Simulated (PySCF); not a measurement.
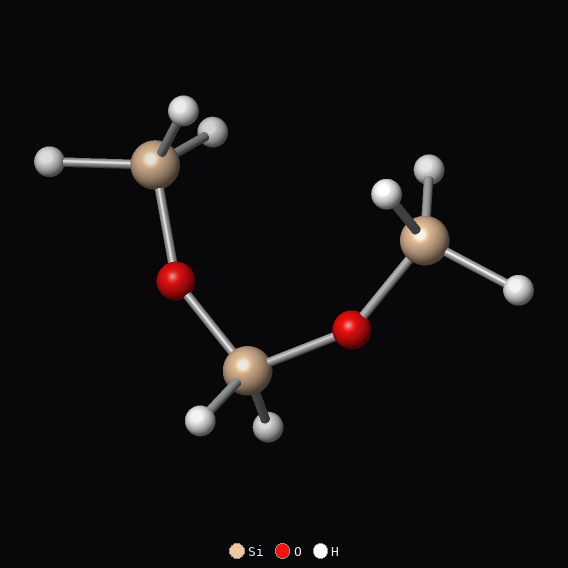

Ball-and-stick drawing of a structure. Every bond is drawn as one stick, whatever its order.

The geometry was computed by an optimisation with GFN2-xTB. No frequency run is at hand to confirm it as a minimum.

Identify the structure.

It has 13 atoms: 8 hydrogen, 2 oxygen and 3 silicon (H₈O₂Si₃). Its SMILES string is `[SiH3]O[SiH2]O[SiH3]`. It has no ring. Among its groups: Si–H bond, Si–O bond. This geometry has C2 symmetry. Coordination: 3 Si tetrahedral; 2 O bent.

More results for the same structure follow; atom numbers are the same in all pictures, views and colours differ.

### Dipole moment

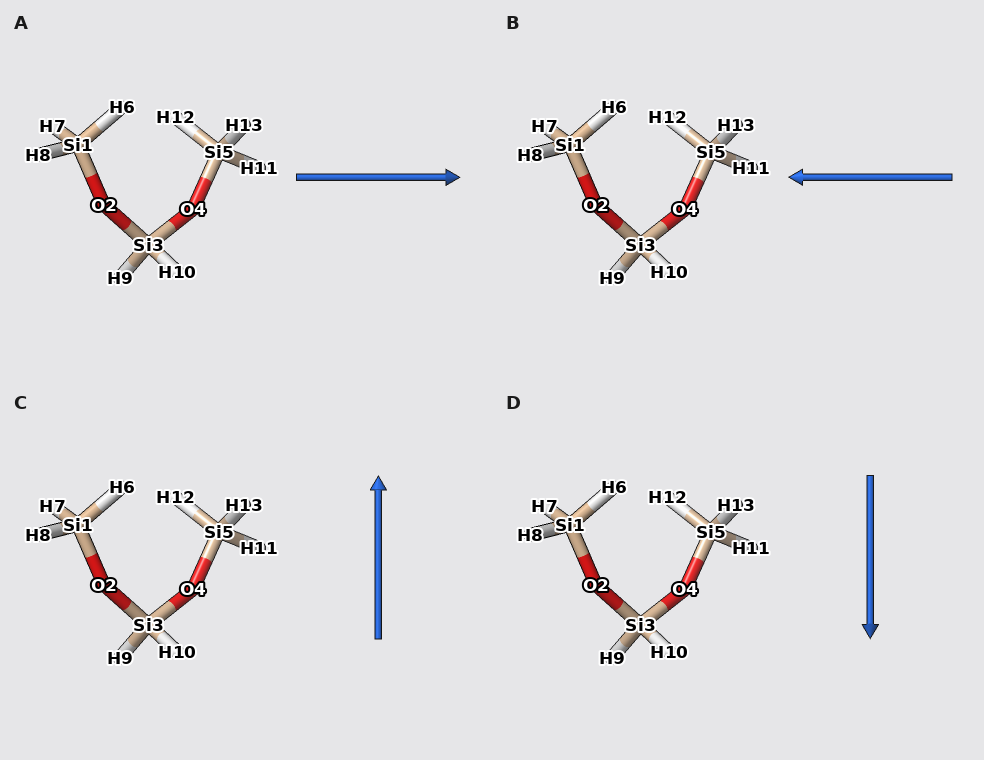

The same molecule four times, each with an arrow. No frequency run is at hand to confirm it as a minimum. Properties computed with ωB97X-D/def2-SVPD, gas phase (PySCF 2.14.0).

**Which arrow points along the dipole moment, from the negative to the positive end?**

C. The dipole moment is 0.65 D; it points from the side of H9, H10 to the side of H6, H12 (the outermost atoms at the two ends).

### Polarisability

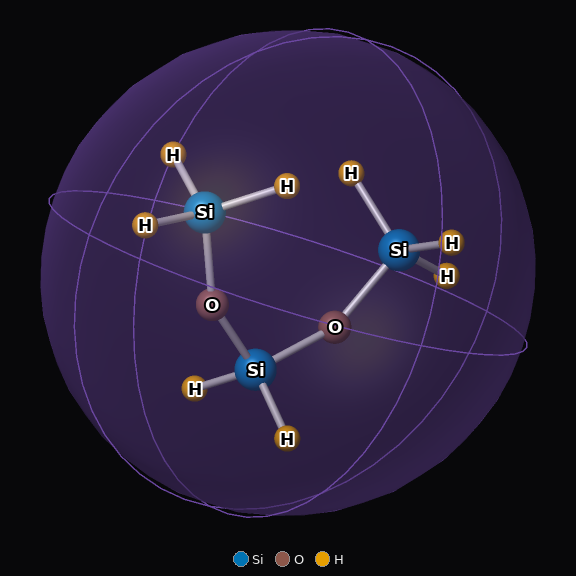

The ellipsoid shows the static dipole polarisability: its half-axes are proportional to the principal values. No frequency run is at hand to confirm it as a minimum. Level of theory: ωB97X-D/def2-SVPD (PySCF 2.14.0).

**Give the principal values, the mean and the anisotropy.**

Principal values 73.5, 80.3, 85.7 bohr³; mean 79.8 bohr³ (11.83 Å³); anisotropy 10.6 bohr³, so the longest axis is 1.17 times the shortest.

### Excitation

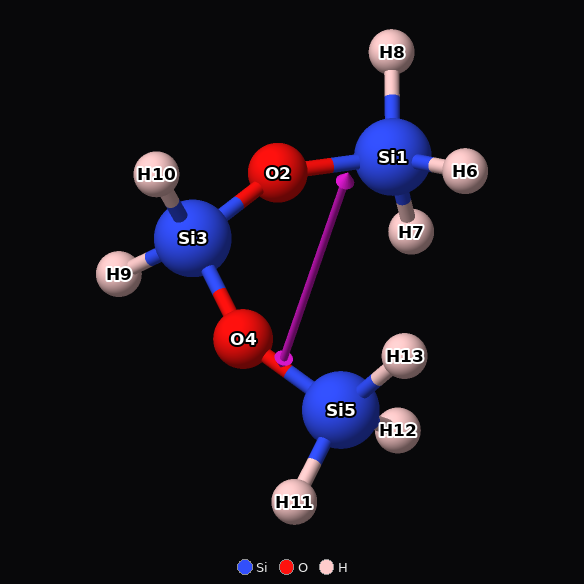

The double arrow shows the direction of the transition dipole to excited singlet state 7 (its length means nothing). No frequency run is at hand to confirm it as a minimum. Level of theory: TDDFT ωB97X-D/def2-SVPD, vertical, gas phase, core orbitals frozen in the response (PySCF 2.14.0).

**Where does the transition lie, and how strong is it?**

8.68 eV (143 nm), oscillator strength 0.039, of mixed character, with the largest part HOMO → LUMO+4 (weight 0.31); transition dipole 1.09 D.

The geometry is semi-empirical. Around Si such bond lengths and angles can be off by a tenth of an ångström or more and by several degrees, and values that hang on the shape move with them.
